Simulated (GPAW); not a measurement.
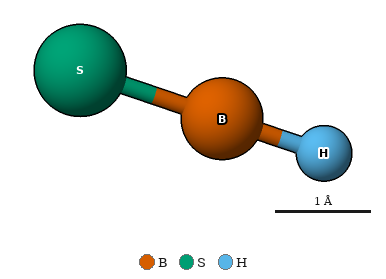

The input geometry (ball-and-stick view, seen at an oblique angle). Bond lengths as drawn: B–H 1.14 Å and B–S 1.59 Å.

**Run report: BHS, property calculation**

- system: BHS (hydrogen boron sulfide)
- method: AM05/dzp, scalar-relativistic datasets (GPAW 26.7.0)

The run did not end well. The geometry comes from this level: GFN2-xTB.

**Input (sp.py)**
```python
import numpy as np
from ase import Atoms
from ase.units import Debye
from gpaw import GPAW, setup_paths
from gpaw.atom.configurations import parameters
from gpaw.atom.generator import Generator

molecule = Atoms(['B', 'S', 'H'],
    positions=[[ -0.041030,  -0.016100,   0.142540],
               [  0.395320,   0.146510,  -1.379660],
               [ -0.354300,  -0.130410,   1.237110]])
molecule.center(vacuum=4.5)

for symbol in ['B', 'H', 'S']:
    Generator(symbol, xcname='AM05', scalarrel=True, nofiles=True, txt=None).run(**parameters[symbol])
setup_paths.insert(0, '.')

calc = GPAW(mode='lcao',
            occupations={'name': 'fermi-dirac', 'width': 0.5},
            basis='dzp',
            xc='AM05',
            maxiter=60,
            mixer={'name': 'msr1', 'beta': 0.02, 'nmaxold': 1, 'weight': 50.0},
            h=0.2,
            txt='-')
molecule.calc = calc

energy = molecule.get_potential_energy()
print(f'Energy: {energy:.5f} eV')
forces = molecule.get_forces()
print('Forces (eV/Ang)')
for symbol, f in zip(molecule.symbols, forces):
    print(f'{symbol:2} {f[0]:9.4f} {f[1]:9.4f} {f[2]:9.4f}')
dipole = molecule.get_dipole_moment() / Debye
print(f'Dipole: {np.linalg.norm(dipole):.3f} D')
homo, lumo = calc.get_homo_lumo()
print(f'HOMO                    {homo:.3f} eV')
print(f'LUMO: {lumo:.3f} eV')
print(f'Gap = {lumo - homo:.3f} eV')
```

Run as:
```bash
python3 sp.py
```

**Output**
```
__  _  _
 | _ |_)|_||  |
 |__||  | ||/\| - 26.7.0

units:  Angstrom and eV
cores:  1
OpenMP: False

Versions:
  Python: 3.12.14
  ASE:    3.29.0
  Numpy:  2.5.5
  Scipy:  1.18.1
  Libxc:  7.0.0

        _gpaw.cpython-312-aarch64-linux-gnu.so

Input parameters:
  mode=LCAO(),
  basis={'default': 'dzp'},
  h=0.2,
  maxiter=60,
  mixer=MSR1(name='msr1', nmaxold=1, beta=0.02, reg=0.005, gb_scale=1.0, max_A=0.75, trust_scale=1.0, soft_lim=4.0, hard_lim=6.0, weight=50.0, sigma=0.015, g_ss=None),
  occupations=Occupations(name='fermi-dirac', width=0.5),
  xc=XC(name='AM05')
       .-----------------------.
      /|                       |
     / |                       |
    /  |                       |
   /   |                       |
  /    |                       |
 *     |                       |
 |     |                       |
 |     |                       |
 |     |       H               |
 |     |        B              |
 |     |         S             |
 |     |                       |
 |     |                       |
 |     .-----------------------.
 |    /                       /
 |   /                       /
 |  /                       /
 | /                       /
 |/                       /
 *-----------------------*

Atoms  # Å, Bohr magnetons
|   | symbol |        x |        y |        z |    initial magnetic moments |
|---|--------|----------|----------|----------|-----------------------------|
| 0 |      B | 4.813270 | 4.614310 | 6.022200 | ( 0.0000,  0.0000,  0.0000) |
| 1 |      S | 5.249620 | 4.776920 | 4.500000 | ( 0.0000,  0.0000,  0.0000) |
| 2 |      H | 4.500000 | 4.500000 | 7.116770 | ( 0.0000,  0.0000,  0.0000) |

Unit cell  # Å
| periodic |        x |        y |         z |   lengths |    angles |
|----------|----------|----------|-----------|-----------|-----------|
|       no | 9.749620 | 0.000000 |  0.000000 |  9.749620 | 90.000000 |
|       no | 0.000000 | 9.276920 |  0.000000 |  9.276920 | 90.000000 |
|       no | 0.000000 | 0.000000 | 11.616770 | 11.616770 | 90.000000 |

Number of symmetries: 1
Symmetry operations  # r_c * U_cc + t_c -> r_c
|   | kind |            matrix            |
|---|------|------------------------------|
| 0 |  E   |  1, 0, 0,  0, 1, 0,  0, 0, 1 |

BZ-sampling:
  Number of BZ points: 1
  Number of IBZ points: 1

  Monkhorst-Pack size: [1, 1, 1]
  Monkhorst-Pack shift: [0, 0, 0]

K-points  # in reciprocal-cell coordinates
|   |                                coordinates |     weight |
|---|--------------------------------------------|------------|
| 0 | (  0.00000000,   0.00000000,   0.00000000) | 1.00000000 |

basis functions: 31
Spin-components: 1 (collinear spins)
Bands:           9
Projectors:      13
Spin-degeneracy: 2
Datatype:        <class 'float'>

  Storage: CPU
  Wave functions: 2_232 bytes (2_232 per core)

Parallelization:
  kpt:    1
  domain: 1
  band:   1

Density:
  Valence electrons: 10.0
  Components: 1
  Grid points: [48 48 60]
  Charge: 0.0  # |e|

Potential:
  Grid points: [48 48 60]

species:
  B:
    name:    Boron
    Z:       5.0
    valence: 3
    core:    2
    charge:  0.0  # [|e|]
    file:    B.AM05
    compensation charges:
      type: gauss
      rc: 0.20  # [Å]
      lmax: 2
    cutoffs:
      filter: 1.14  # [Å]
      core: 1.42  # [Å]
    projectors
    | kind |    occ | energy [eV] | rcut [Å] |
    |------|--------|-------------|----------|
    |   2s |  2.000 |      -9.331 |    0.635 |
    |   2p |  1.000 |      -3.537 |    0.635 |
    |    s |        |      17.880 |    0.635 |
    |    p |        |      23.674 |    0.635 |
    |    d |        |       0.000 |    0.635 |

    LCAO basis set for B:
      Name: dzp
      File: B.dzp.basis.gz
      Number of radial functions: 5
      Number of spherical harmonics: 13
        l=0, rc=6.6719 Bohr: 2s-sz confined orbital
        l=1, rc=8.2188 Bohr: 2p-sz confined orbital
        l=0, rc=3.7500 Bohr: 2s-dz split-valence wave
        l=1, rc=4.6094 Bohr: 2p-dz split-valence wave
        l=2, rc=8.2188 Bohr: d-type Gaussian polarization
      Number of RI-basis functions 0

  S:
    name:    Sulfur
    Z:       16.0
    valence: 6
    core:    10
    charge:  0.0  # [|e|]
    file:    S.AM05
    compensation charges:
      type: gauss
      rc: 0.24  # [Å]
      lmax: 2
    cutoffs:
      filter: 1.77  # [Å]
      core: 1.66  # [Å]
    projectors
    | kind |    occ | energy [eV] | rcut [Å] |
    |------|--------|-------------|----------|
    |   3s |  2.000 |     -17.141 |    0.974 |
    |   3p |  4.000 |      -6.951 |    0.979 |
    |    s |        |      10.071 |    0.974 |
    |    p |        |      20.260 |    0.979 |
    |    d |        |       0.000 |    0.900 |

    LCAO basis set for S:
      Name: dzp
      File: S.dzp.basis.gz
      Number of radial functions: 5
      Number of spherical harmonics: 13
        l=0, rc=5.5156 Bohr: 3s-sz confined orbital
        l=1, rc=6.9375 Bohr: 3p-sz confined orbital
        l=0, rc=3.0469 Bohr: 3s-dz split-valence wave
        l=1, rc=3.9375 Bohr: 3p-dz split-valence wave
        l=2, rc=6.9375 Bohr: d-type Gaussian polarization
      Number of RI-basis functions 0

  H:
    name:    Hydrogen
    Z:       1.0
    valence: 1
    core:    0
    charge:  0.0  # [|e|]
    file:    H.AM05
    compensation charges:
      type: gauss
      rc: 0.15  # [Å]
      lmax: 2
    cutoffs:
      filter: 0.85  # [Å]
      core: 0.53  # [Å]
    projectors
    | kind |    occ | energy [eV] | rcut [Å] |
    |------|--------|-------------|----------|
    |   1s |  1.000 |      -6.332 |    0.476 |
    |    s |        |      20.879 |    0.476 |
    |    p |        |       0.000 |    0.476 |

    LCAO basis set for H:
      Name: dzp
      File: H.dzp.basis.gz
      Number of radial functions: 3
      Number of spherical harmonics: 5
        l=0, rc=6.4219 Bohr: 1s-sz confined orbital
        l=0, rc=3.6094 Bohr: 1s-dz split-valence wave
        l=1, rc=6.4219 Bohr: p-type Gaussian polarization
      Number of RI-basis functions 0

Reference energy: -11504.484692  # eV

eigensolver:
  <gpaw.new.lcao.eigensolver.LCAOEigensolver object at 0xfa1b7a51d190>
density mixing:
  MSR1-Mixer
  Pratt-step length: 0.02
  Maximum mixing coefficient: 0.75
  Old densities: 1
  SVD Regularization: 0.005
  Good broyden scale: 1.0
  Trust region scale: 1.0
  Backstep threshold: 4.0
  History deletion threshold: 6.0
  Fourier metric: weight=50.0, sigma=0.015

occupation numbers:
  Fermi-Dirac:
    width: 0.5000  # eV

FastPoissonSolver using
    Stencil: 6*3+1=19 point O(h^6) finite-difference Laplacian
    FFT axes: []
    FST axes: [np.int64(0), np.int64(1), np.int64(2)]

xc functional:
  name: AM05 with 2 nearest neighbor stencil
interpolation: tri-quintic # 5. degree polynomial

       .-----------------------.
      /|                       |
     / |                       |
    /  |                       |
   /   |                       |
  /    |                       |
 *     |                       |
 |     |                       |
 |     |                       |
 |     |       H               |
 |     |        B              |
 |     |         S             |
 |     |                       |
 |     |                       |
 |     .-----------------------.
 |    /                       /
 |   /                       /
 |  /                       /
 | /                       /
 |/                       /
 *-----------------------*

Atoms  # Å, Bohr magnetons
|   | symbol |        x |        y |        z |    initial magnetic moments |
|---|--------|----------|----------|----------|-----------------------------|
| 0 |      B | 4.813270 | 4.614310 | 6.022200 | ( 0.0000,  0.0000,  0.0000) |
| 1 |      S | 5.249620 | 4.776920 | 4.500000 | ( 0.0000,  0.0000,  0.0000) |
| 2 |      H | 4.500000 | 4.500000 | 7.116770 | ( 0.0000,  0.0000,  0.0000) |

Unit cell  # Å
| periodic |        x |        y |         z |   lengths |    angles |
|----------|----------|----------|-----------|-----------|-----------|
|       no | 9.749620 | 0.000000 |  0.000000 |  9.749620 | 90.000000 |
|       no | 0.000000 | 9.276920 |  0.000000 |  9.276920 | 90.000000 |
|       no | 0.000000 | 0.000000 | 11.616770 | 11.616770 | 90.000000 |

Number of symmetries: 1
Symmetry operations  # r_c * U_cc + t_c -> r_c
|   | kind |            matrix            |
|---|------|------------------------------|
| 0 |  E   |  1, 0, 0,  0, 1, 0,  0, 0, 1 |

BZ-sampling:
  Number of BZ points: 1
  Number of IBZ points: 1

  Monkhorst-Pack size: [1, 1, 1]
  Monkhorst-Pack shift: [0, 0, 0]

K-points  # in reciprocal-cell coordinates
|   |                                coordinates |     weight |
|---|--------------------------------------------|------------|
| 0 | (  0.00000000,   0.00000000,   0.00000000) | 1.00000000 |

basis functions: 31
Spin-components: 1 (collinear spins)
Bands:           9
Projectors:      13
Spin-degeneracy: 2
Datatype:        <class 'float'>

  Storage: CPU
  Wave functions: 2_232 bytes (2_232 per core)

Parallelization:
  kpt:    1
  domain: 1
  band:   1

Density:
  Valence electrons: 10.0
  Components: 1
  Grid points: [48 48 60]
  Charge: 0.0  # |e|

Potential:
  Grid points: [48 48 60]

species:
  B:
    name:    Boron
    Z:       5.0
    valence: 3
    core:    2
    charge:  0.0  # [|e|]
    file:    B.AM05
    compensation charges:
      type: gauss
      rc: 0.20  # [Å]
      lmax: 2
    cutoffs:
      filter: 1.14  # [Å]
      core: 1.42  # [Å]
    projectors
    | kind |    occ | energy [eV] | rcut [Å] |
    |------|--------|-------------|----------|
    |   2s |  2.000 |      -9.331 |    0.635 |
    |   2p |  1.000 |      -3.537 |    0.635 |
    |    s |        |      17.880 |    0.635 |
    |    p |        |      23.674 |    0.635 |
    |    d |        |       0.000 |    0.635 |

    LCAO basis set for B:
      Name: dzp
      File: B.dzp.basis.gz
      Number of radial functions: 5
      Number of spherical harmonics: 13
        l=0, rc=6.6719 Bohr: 2s-sz confined orbital
        l=1, rc=8.2188 Bohr: 2p-sz confined orbital
        l=0, rc=3.7500 Bohr: 2s-dz split-valence wave
        l=1, rc=4.6094 Bohr: 2p-dz split-valence wave
        l=2, rc=8.2188 Bohr: d-type Gaussian polarization
      Number of RI-basis functions 0

  S:
    name:    Sulfur
    Z:       16.0
    valence: 6
    core:    10
    charge:  0.0  # [|e|]
    file:    S.AM05
    compensation charges:
      type: gauss
      rc: 0.24  # [Å]
      lmax: 2
    cutoffs:
      filter: 1.77  # [Å]
      core: 1.66  # [Å]
    projectors
    | kind |    occ | energy [eV] | rcut [Å] |
    |------|--------|-------------|----------|
    |   3s |  2.000 |     -17.141 |    0.974 |
    |   3p |  4.000 |      -6.951 |    0.979 |
    |    s |        |      10.071 |    0.974 |
    |    p |        |      20.260 |    0.979 |
    |    d |        |       0.000 |    0.900 |

    LCAO basis set for S:
      Name: dzp
      File: S.dzp.basis.gz
      Number of radial functions: 5
      Number of spherical harmonics: 13
        l=0, rc=5.5156 Bohr: 3s-sz confined orbital
        l=1, rc=6.9375 Bohr: 3p-sz confined orbital
        l=0, rc=3.0469 Bohr: 3s-dz split-valence wave
        l=1, rc=3.9375 Bohr: 3p-dz split-valence wave
        l=2, rc=6.9375 Bohr: d-type Gaussian polarization
      Number of RI-basis functions 0

  H:
    name:    Hydrogen
    Z:       1.0
    valence: 1
    core:    0
    charge:  0.0  # [|e|]
    file:    H.AM05
    compensation charges:
      type: gauss
      rc: 0.15  # [Å]
      lmax: 2
    cutoffs:
      filter: 0.85  # [Å]
      core: 0.53  # [Å]
    projectors
    | kind |    occ | energy [eV] | rcut [Å] |
    |------|--------|-------------|----------|
    |   1s |  1.000 |      -6.332 |    0.476 |
    |    s |        |      20.879 |    0.476 |
    |    p |        |       0.000 |    0.476 |

    LCAO basis set for H:
      Name: dzp
      File: H.dzp.basis.gz
      Number of radial functions: 3
      Number of spherical harmonics: 5
        l=0, rc=6.4219 Bohr: 1s-sz confined orbital
        l=0, rc=3.6094 Bohr: 1s-dz split-valence wave
        l=1, rc=6.4219 Bohr: p-type Gaussian polarization
      Number of RI-basis functions 0

Reference energy: -11504.484692  # eV

eigensolver:
  <gpaw.new.lcao.eigensolver.LCAOEigensolver object at 0xfa1b7a246570>
density mixing:
  MSR1-Mixer
  Pratt-step length: 0.02
  Maximum mixing coefficient: 0.75
  Old densities: 1
  SVD Regularization: 0.005
  Good broyden scale: 1.0
  Trust region scale: 1.0
  Backstep threshold: 4.0
  History deletion threshold: 6.0
  Fourier metric: weight=50.0, sigma=0.015

occupation numbers:
  Fermi-Dirac:
    width: 0.5000  # eV

FastPoissonSolver using
    Stencil: 6*3+1=19 point O(h^6) finite-difference Laplacian
    FFT axes: []
    FST axes: [np.int64(0), np.int64(1), np.int64(2)]

xc functional:
  name: AM05 with 2 nearest neighbor stencil
interpolation: tri-quintic # 5. degree polynomial

Initialization done in: 2.215 s

convergence criteria:
- Maximum [total energy] change in last 3 cyles: 0.0005 eV / valence electron
- Maximum integral of absolute [dens]ity change: 0.0001 electrons / valence electron
- Maximum integral of absolute [eigenst]ate change: 4e-08 eV^2 / valence electron
maximum number of iterations: 60

SCF iterations
|iter     |     time |      energy | eigst |  dens |
|---------|----------|-------------|-------|-------|
|iter:   1| 00:00:03 |  -13.501722 |      c|       |
|iter:   2| 00:00:03 |  -13.449215 |      c| -0.82 |
|iter:   3| 00:00:03 |  -13.402516 |      c| -0.83 |
|iter:   4| 00:00:04 |  -13.360816 |      c| -0.85 |
|iter:   5| 00:00:04 |  -13.323440 |      c| -0.86 |
|iter:   6| 00:00:05 |  -13.289814 |      c| -0.88 |
|iter:   7| 00:00:05 |  -13.259457 |      c| -0.89 |
|iter:   8| 00:00:06 |  -13.231957 |      c| -0.90 |
|iter:   9| 00:00:06 |  -13.206966 |      c| -0.92 |
|iter:  10| 00:00:07 |  -13.184186 |      c| -0.93 |
|iter:  11| 00:00:07 |  -13.163362 |      c| -0.94 |
|iter:  12| 00:00:07 |  -13.144275 |      c| -0.96 |
|iter:  13| 00:00:08 |  -13.126737 |      c| -0.97 |
|iter:  14| 00:00:08 |  -13.110583 |      c| -0.98 |
|iter:  15| 00:00:09 |  -13.095672 |      c| -0.99 |
|iter:  16| 00:00:09 |  -13.081879 |      c| -1.01 |
|iter:  17| 00:00:10 |  -13.069098 |      c| -1.02 |
|iter:  18| 00:00:10 |  -13.057234 |      c| -1.03 |
|iter:  19| 00:00:11 |  -13.046202 |      c| -1.04 |
|iter:  20| 00:00:11 |  -13.035929 |      c| -1.05 |
|iter:  21| 00:00:11 |  -13.026351 |      c| -1.06 |
|iter:  22| 00:00:12 |  -13.017408 |      c| -1.08 |
|iter:  23| 00:00:12 |  -13.009049 |      c| -1.09 |
|iter:  24| 00:00:13 |  -13.001228 |      c| -1.10 |
|iter:  25| 00:00:13 |  -12.993903 |      c| -1.11 |
|iter:  26| 00:00:14 |  -12.987037 |      c| -1.12 |
|iter:  27| 00:00:14 |  -12.980595 |      c| -1.13 |
|iter:  28| 00:00:15 |  -12.974547 |      c| -1.14 |
|iter:  29| 00:00:15 |  -12.968864 |      c| -1.15 |
|iter:  30| 00:00:15 |  -12.963523 |      c| -1.16 |
|iter:  31| 00:00:16 |  -12.958498 |      c| -1.17 |
|iter:  32| 00:00:16 |  -12.953769 |      c| -1.18 |
|iter:  33| 00:00:17 |  -12.949316 |      c| -1.19 |
|iter:  34| 00:00:17 |  -12.945121 |      c| -1.20 |
|iter:  35| 00:00:18 |  -12.941168 |      c| -1.21 |
|iter:  36| 00:00:18 |  -12.937441 |      c| -1.22 |
|iter:  37| 00:00:19 |  -12.933926 |      c| -1.23 |
|iter:  38| 00:00:19 |  -12.930610 |      c| -1.24 |
|iter:  39| 00:00:20 |  -12.927480 |      c| -1.25 |
|iter:  40| 00:00:20 |  -12.924526 |      c| -1.25 |
|iter:  41| 00:00:20 |  -12.921736 |      c| -1.26 |
|iter:  42| 00:00:21 |  -12.919102 |      c| -1.27 |
|iter:  43| 00:00:21 |  -12.916613 |      c| -1.28 |
|iter:  44| 00:00:22 |  -12.914261c|      c| -1.29 |
|iter:  45| 00:00:22 |  -12.912038c|      c| -1.30 |
|iter:  46| 00:00:23 |  -12.909937c|      c| -1.31 |
|iter:  47| 00:00:23 |  -12.907950c|      c| -1.32 |
|iter:  48| 00:00:24 |  -12.906071c|      c| -1.33 |
|iter:  49| 00:00:24 |  -12.904294c|      c| -1.34 |
|iter:  50| 00:00:25 |  -12.902613c|      c| -1.35 |
|iter:  51| 00:00:25 |  -12.901022c|      c| -1.36 |
|iter:  52| 00:00:26 |  -12.899517c|      c| -1.37 |
|iter:  53| 00:00:26 |  -12.898093c|      c| -1.37 |
|iter:  54| 00:00:26 |  -12.896744c|      c| -1.38 |
|iter:  55| 00:00:27 |  -12.895468c|      c| -1.39 |
|iter:  56| 00:00:27 |  -12.894259c|      c| -1.40 |
|iter:  57| 00:00:28 |  -12.893115c|      c| -1.41 |
|iter:  58| 00:00:28 |  -12.892031c|      c| -1.42 |
|iter:  59| 00:00:29 |  -12.891004c|      c| -1.43 |
|iter:  60| 00:00:29 |  -12.890031c|      c| -1.44 |
gpaw.KohnShamConvergenceError
```

**Outcome**

```json
{"quantity": "outcome", "value": "not converged"}
{"quantity": "hardware", "value": "1 thread of Arm Neoverse V2, 24 GiB of memory available, shared host"}
{"quantity": "wall time", "value": "30 s"}
{"quantity": "peak memory", "value": "0.29 GiB"}
```

**What went wrong**

Settings chosen away from the usual ones: mixer set to msr1; beta set to 0.02; nmaxold set to 1; weight set to 50.0; smear set to fermi-dirac; width set to 0.5. The run did not converge. Its last values are not results. Further notes kept with the run: datasets made with stock radii, not tested.
